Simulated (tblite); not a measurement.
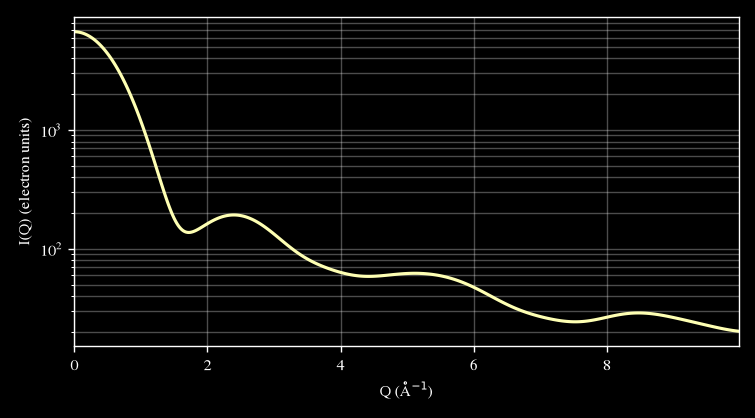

Elastic X-ray scattering of a randomly oriented, rigid molecule, calculated with the Debye equation from neutral-atom form factors (independent atoms, no Compton part, no vibration). The geometry is the end point of an optimisation (tblite, GFN2-xTB geometry optimisation, gas phase); it may be a saddle point or a higher isomer. It contains N, C, F, H.

**How many electrons does the independent-atom model of the molecule hold?**

I(0) is the square of the electron number: I(0) = 6720, so about 82 electrons, the count of C9H12FN.

**What radius of gyration does the initial fall-off give?**

From I(Q) ≈ I(0) exp(−Q²R²/3) at small Q, R ≈ 2.23 Å. It is larger than the electron-weighted radius of the nuclear positions alone (2.10 Å), because each atom's electron cloud adds to it.
